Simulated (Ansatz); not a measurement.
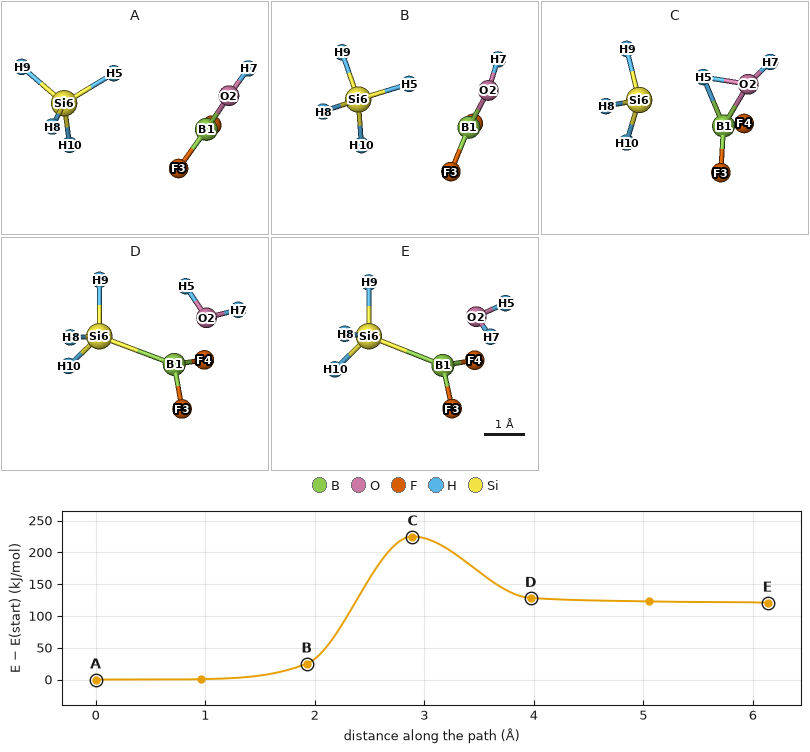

A search for the minimum-energy path of BSiH$_{5}$OF$_{2}$, made up of BHOF2 and SiH4 by the nudged elastic band. Images are numbered from 0 (start) to 6 (end). Frames A to E are images 0, 2, 3, 4, 6. Style: ball-and-stick. Shown at a tilt.

Level of theory: RKS PBE0-D4/def2-SVP (Ansatz). Set-up: 5 movable images; climbing image.

Question: Read off the barrier and say what moves.

Answer: The highest point, image 3, lies 224.9 kJ/mol above the start and 104.1 kJ/mol above the end; the end is at +120.8 kJ/mol relative to the start. Breaking: B1–O2 (1.34 → 1.54 at the top → 1.89 Å), H5–Si6 (1.49 → 1.92 at the top → 3.67 Å). Forming: B1–Si6 (3.71 → 2.27 at the top → 2.04 Å), O2–H5 (3.16 → 1.21 at the top → 0.97 Å). The band converged in 15 iterations. The largest component of the band force went from 5.1 to 0.043 eV/Å. The climbing image converged on the top of the path. Its curvatures weren't checked. The largest force component is 0.19 eV/Å at the start and 0.26 eV/Å at the end; an end with forces this large is no minimum, and the barrier measured from it can be far off.

Limits of the set-up: the start holds two separate molecules, 2.8 Å apart at their closest, whose relative position is a soft coordinate.

The run took 74 s on 4 threads of Intel Xeon 6975P-C, with other jobs on the host.
